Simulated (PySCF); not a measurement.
Cl2MoO2, SMILES `O=[Mo](=O)(Cl)Cl`.

Level of theory: BLYP/def2-SVP (PySCF), at a geometry from GFN2-xTB. Core potentials replace the inner electrons of Mo; spin–orbit coupling isn't included. This is a single-reference result, which may miss multireference character in this system. No frequency check shows the geometry to be a minimum. GFN2-xTB bond lengths at metals and heavier atoms can be off by up to 0.1 Å and shapes distorted, which carries into these values.

Input

```python
import numpy as np
from pyscf import gto, scf, dft
from pyscf.scf import atom_ks, atom_hf
from scipy.linalg import block_diag

def solve(mol, dm0=None, hcore=None):
    mf = (dft.UKS if mol.spin else dft.RKS)(mol, xc='blyp')
    mf.grids.level = 3
    mf = mf.density_fit(auxbasis='def2-universal-jkfit')
    mf.conv_tol, mf.max_cycle = 1e-8, 80
    if hcore is not None:
        mf.get_hcore = lambda *args: hcore
    mf.kernel(dm0)
    if not mf.converged:
        mf = mf.newton().run(mf.mo_coeff, mf.mo_occ, max_cycle=30)
    assert mf.converged, 'SCF not converged'
    return mf

mol = gto.M(atom='''
O     -0.00037     1.17239    -1.39482
Mo     0.00000     0.31947     0.00000
O      0.00037     1.17239     1.39481
Cl    -1.73261    -0.94635     0.00014
Cl     1.73261    -0.94635    -0.00014
''', basis='def2-svp', ecp={'Mo': 'def2-svp'}, charge=0, spin=0, verbose=4)
mf = solve(mol)
out = dict(e0=mf.e_tot, dm0=mf.make_rdm1(), c=mf.mo_coeff, occ=mf.mo_occ, eps=mf.mo_energy)
for name, dq, spin in [('cation', 1, 1), ('anion', -1, 1)]:
    ion = mol.copy().set(charge=mol.charge + dq, spin=spin).build()
    mi = solve(ion)
    if spin and dq > 0 and mol.nao < 130:
        c, _, stable, _ = mi.stability(return_status=True)
        if not stable:
            mi = solve(ion, mi.make_rdm1(c, mi.mo_occ))
    print(name, 'vertical energy change / eV', (mi.e_tot - mf.e_tot) * 27.211386)
    out.update({'e_' + name: mi.e_tot, 'dm_' + name: mi.make_rdm1(), 's2_' + name: mi.spin_square()[0], 'eps_' + name: mi.mo_energy, 'occ_' + name: mi.mo_occ})
# spherically averaged free atoms, for the promolecule
atom_ks.AtomSphAverageRKS.init_guess_by_vsap = lambda self, mol=None: self.init_guess_by_minao(mol)  # core potentials
atm = atom_ks.get_atm_nrks(mol, xc='blyp')
pro = block_diag(*[(atm[a[0]][2] * atm[a[0]][3]) @ atm[a[0]][2].T for a in mol._atom])
np.savez('result.npz', pro=pro, **out)
```

Launched as:

```sh
OMP_NUM_THREADS=1 python input.py
```

The run took 2.6 min on 1 thread of Arm Neoverse V1, with other jobs on the host, peak memory 0.46 GiB.

Partitions, critical points and surface values were worked out afterwards from this run's density.

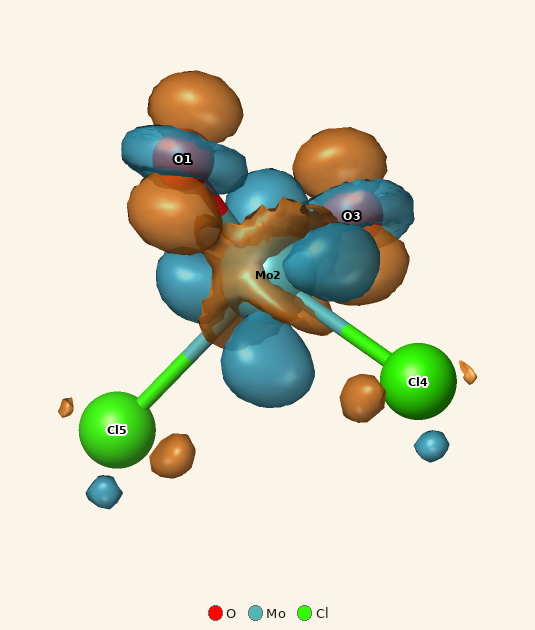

Dual descriptor f⁺ − f⁻ at ±0.06 e/Å³ (light blue positive, orange negative).

Question: Which atoms come out as electrophilic, and which as nucleophilic?

Answer: Electrophilic (positive): Mo2 (+0.14). Nucleophilic (negative): O1 and O3 (−0.05). f⁻ (Hirshfeld-condensed) is largest on Cl4 and Cl5 (0.23 each), O1 and O3 (0.19 each) and Mo2 (0.15); the vertical ionisation energy is 11.23 eV. f⁺ (Hirshfeld-condensed) is largest on Mo2 (0.28) and Cl4 and Cl5 (0.22 each); the vertical electron affinity is 0.78 eV (the stability of the anion's solution wasn't checked; the anion's highest orbital has positive energy, so this value and f⁺ depend on the basis).
